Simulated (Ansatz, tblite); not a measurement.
# Sn(NH2)Me3 (C3H11NSn): a ladder of methods and basis sets

Aim: run the singlet of Sn(NH2)Me3 (C3H11NSn) at one geometry on many levels, and compare frontier levels, spin and run time.

Program: Ansatz 0.2.0, Gaussian basis. Level of theory: as each input shows. These are calculated values, not measurements.

Levels to be run: GFN1-xTB, GFN2-xTB, PBE-D4/def2-TZVP, r2SCAN-D4/def2-TZVP, ωB97M-V/def2-TZVP, B97M-V/def2-TZVP, CAM-B3LYP-D4/def2-TZVP, PBE-D4/def2-SVP, PBE0-D4/def2-SVP, PBE0-D4/def2-TZVPD, PBE-D4/def2-TZVPD, ωB97M-V/def2-TZVPD, CCSD(T)/def2-SVP, MP2/def2-TZVP, RPA/def2-TZVP.

2 further runs of the same task are left out: 2 set aside as unsound or not needed.

### 1 The relaxed structure

The singlet was relaxed beforehand with PBE0-D4/def2-SVP.

16 atoms, charge 0, spin multiplicity 1.

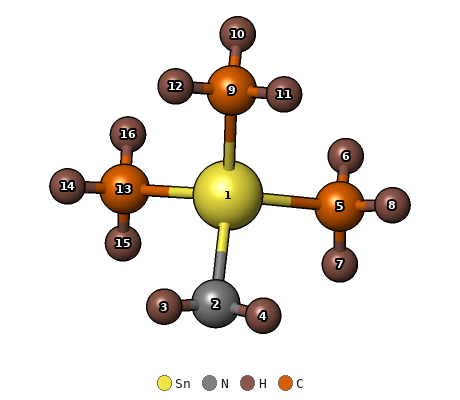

The geometry (tin yellow, nitrogen grey, hydrogen brown, carbon orange); atoms are numbered from 1 in the order of the file.

Sn takes a core potential in the def2 sets. No spin-orbit coupling is included.

PBE0-D4/def2-TZVP was run before; its log isn't repeated, and its numbers join the tables.

### 2 GFN1-xTB

Tight binding, by tblite at 300 K electronic temperature and without a spin-polarisation term:

```python
tblite.interface.Calculator('GFN1-xTB', numbers, positions, charge=0, uhf=0).singlepoint()
```

Energy -488.0696 eV, HOMO -10.78 eV, LUMO -6.28 eV; 0.007 s.

### 3 GFN2-xTB

Tight binding, by tblite at 300 K electronic temperature and without a spin-polarisation term:

```python
tblite.interface.Calculator('GFN2-xTB', numbers, positions, charge=0, uhf=0).singlepoint()
```

Energy -461.8421 eV, HOMO -9.98 eV, LUMO -5.47 eV; 0.004 s.

### 4 PBE-D4/def2-TZVP

start.molden holds the orbitals of an earlier run on this state, given as this run's starting guess.

Input file in.yaml:

```yaml
crystal:
  periodic: [false, false, false]
  atoms:
    - {symbol: Sn, position_ang: [0.010530, -0.023103, 0.124913]}
    - {symbol: N, position_ang: [0.109969, -0.211851, 2.170915]}
    - {symbol: H, position_ang: [-0.804829, -0.236246, 2.618772]}
    - {symbol: H, position_ang: [0.632857, 0.539297, 2.618576]}
    - {symbol: C, position_ang: [2.053103, -0.012185, -0.540339]}
    - {symbol: H, position_ang: [2.101636, -0.104545, -1.635007]}
    - {symbol: H, position_ang: [2.589790, -0.858813, -0.089173]}
    - {symbol: H, position_ang: [2.555586, 0.921107, -0.247440]}
    - {symbol: C, position_ang: [-1.010661, 1.767689, -0.520893]}
    - {symbol: H, position_ang: [-1.042206, 1.810343, -1.619942]}
    - {symbol: H, position_ang: [-0.488537, 2.662530, -0.151909]}
    - {symbol: H, position_ang: [-2.042953, 1.781029, -0.141826]}
    - {symbol: C, position_ang: [-1.029608, -1.774377, -0.556954]}
    - {symbol: H, position_ang: [-2.058535, -1.792545, -0.169266]}
    - {symbol: H, position_ang: [-0.504822, -2.673705, -0.204833]}
    - {symbol: H, position_ang: [-1.071311, -1.794635, -1.655593]}
basis:
  gaussian: {orbitals: def2-TZVP, initial_orbitals: start.molden}
hamiltonian: {xc: pbe, dispersion: d4}
scf: {omitted_lower_state_checks: [starts]}
output: {orbitals: {seedname: orbitals}}
```

The run is started by

```sh
ansatz run in.yaml --threads 4 --pin off --events-out ev --progress --plain --max-ram 8704MiB
```

The runs that follow: r2SCAN-D4/def2-TZVP; ωB97M-V/def2-TZVP; B97M-V/def2-TZVP; CAM-B3LYP-D4/def2-TZVP; PBE-D4/def2-SVP; PBE0-D4/def2-SVP; PBE0-D4/def2-TZVPD; PBE-D4/def2-TZVPD; ωB97M-V/def2-TZVPD; CCSD(T)/def2-SVP; MP2/def2-TZVP; RPA/def2-TZVP.

**Question.** What will the summary of the whole plan be? Wanted: gap in def2-TZVP, named functionals, smallest and largest; correlation energy, CCSD(T)/def2-SVP; correlation energy, MP2/def2-TZVP; binding an atom, CCSD(T)/def2-SVP; PBE0 total energy, smallest basis above largest.

The runs gave:

```
                                                 quantity                                 value
gap in def2-TZVP, named functionals, smallest and largest  4.87 eV (PBE-D4), 10.84 eV (ωB97M-V)
                     correlation energy, CCSD(T)/def2-SVP                             -22.46 eV
                        correlation energy, MP2/def2-TZVP                             -29.04 eV
                        binding an atom, CCSD(T)/def2-SVP                              3.441 eV
          PBE0 total energy, smallest basis above largest        5.85 eV (def2-SVP, def2-TZVPD)
```

Orbital gaps of the named functionals in def2-TZVP span 4.87 eV (PBE-D4) to 10.84 eV (ωB97M-V); exact exchange widens it. The functionals in def2-TZVP miss CCSD(T)/def2-SVP by +0.189 (r2SCAN-D4) to +0.242 eV (PBE-D4) an atom. The yardstick is in a double-zeta basis, so levels in larger sets aren't compared like for like. CCSD(T)/def2-SVP isn't at the basis-set limit; small misses against it rank nothing.
